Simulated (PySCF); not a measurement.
## Electronic structure of C$_{5}$H$_{11}$FSi (SMILES F[SiH]1CCCCC1) in real space

```xyz
18

F     3.0845   -0.5166    0.3567
Si    1.6248   -0.3156   -0.3517
C     0.3906   -1.5564    0.3048
C    -1.0342   -1.1346   -0.0865
C    -1.4090    0.2791    0.3611
C    -0.5863    1.3916   -0.2909
C     0.9067    1.3577    0.0712
H     1.8421   -0.4725   -1.8223
H     0.4878   -1.5740    1.4058
H     0.6119   -2.5785   -0.0432
H    -1.1526   -1.2008   -1.1841
H    -1.7605   -1.8518    0.3316
H    -1.3102    0.3505    1.4605
H    -2.4756    0.4504    0.1413
H    -0.7036    1.3212   -1.3884
H    -1.0130    2.3696   -0.0115
H     1.4544    2.1755   -0.4247
H     1.0334    1.5115    1.1585
```

Geometry: PBE0-D3(BJ)/def2-SVP.

All numbers below come from PBE0/pcSseg-1, SCF density, gas phase, non-relativistic in PySCF.

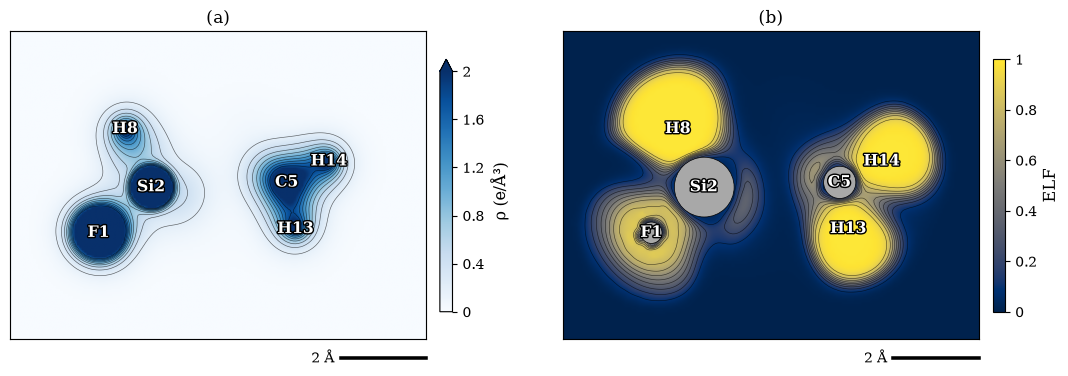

Figure 1. (a) electron density; (b) electron localisation function on the plane of atoms H13, C5 and H14. Grey discs cover the atomic cores in the ELF map.

### Describe what can be read from this map.

- The section cuts through F, Si, C and H sites.
- Si–F (1.63 Å): ρ is about 1 e/Å³ halfway; the ELF peaks at about 0.85 in the valence shell of F, 0.5 Å from its nucleus, and is about 0.55 at the midpoint.
- C–H (1.11 Å): the density is about 1.9 e/Å³ at the midpoint; the ELF climbs to about 1 towards the hydrogen, as it does in any bond to H: a covalent bond by its length.
- Si–H (1.49 Å): ρ at the midpoint is about 0.79 e/Å³; the ELF climbs to about 1 towards the hydrogen.
- The ELF also peaks beside F1, away from the bonds: lone-pair regions.

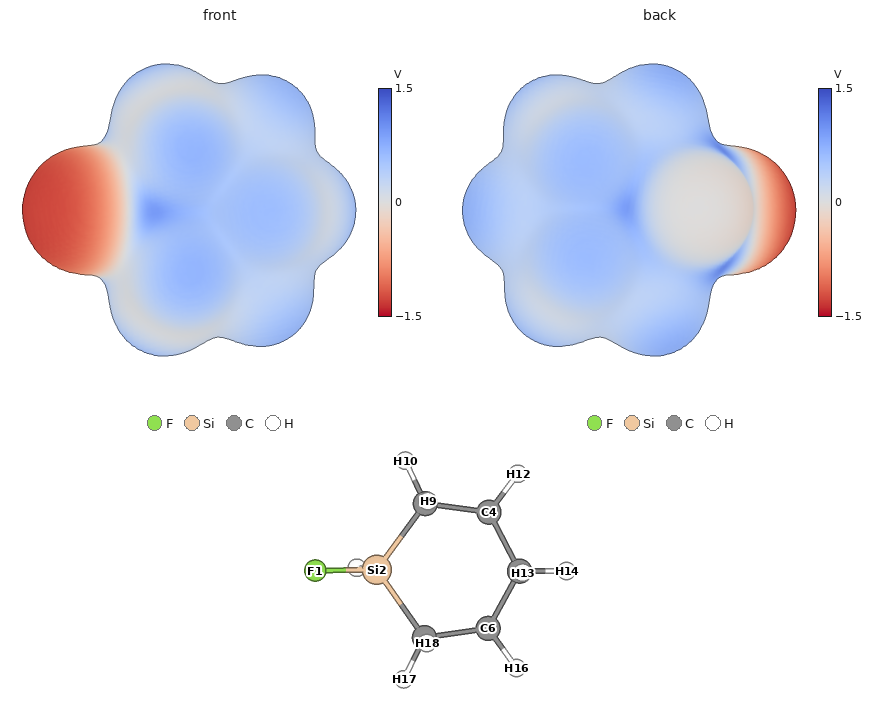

Figure 2. The electrostatic potential painted on the density surface at 0.002 e/bohr³, seen from the front and from behind; the colour scale runs from red (negative) to blue (positive). The bare structure is drawn below in the same view.

### Which sites attract a positive test charge, and which a negative one?

A positive charge is drawn to the negative regions and a negative charge to the positive ones. The most negative region (about −1.3 V) lies over F1, the most positive (about +0.9 V) over Si2.

### What dipole moment does the calculation give?

Its dipole moment is 2.15 D.
